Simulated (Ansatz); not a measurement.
```yaml
crystal:
  periodic: [false, false, false]
  atoms:
    - {symbol: Cl, position_ang: [0.439923, 1.761088, 0.423897]}
    - {symbol: Al, position_ang: [-0.648060, 0.131347, -0.337653]}
    - {symbol: Br, position_ang: [-0.401967, -2.118538, -0.441248]}
basis:
  gaussian: {orbitals: def2-TZVPP}
magnetization: {spin_polarized: true, initial_magnetization: 1}
hamiltonian: {xc: pbe0, dispersion: d4}
```

Geometry: moved along internal coordinates away from the minimum.

What structure does this define?

It has 3 atoms: 1 aluminium, 1 bromine and 1 chlorine (AlBrCl). As SMILES it reads `[Cl][Al][Br]`. It is an open-shell species. Coordination: 1 Al bent.

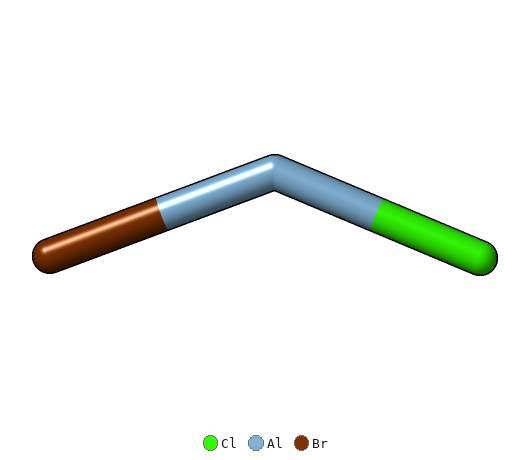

(Drawn from a calculation with Ansatz.)
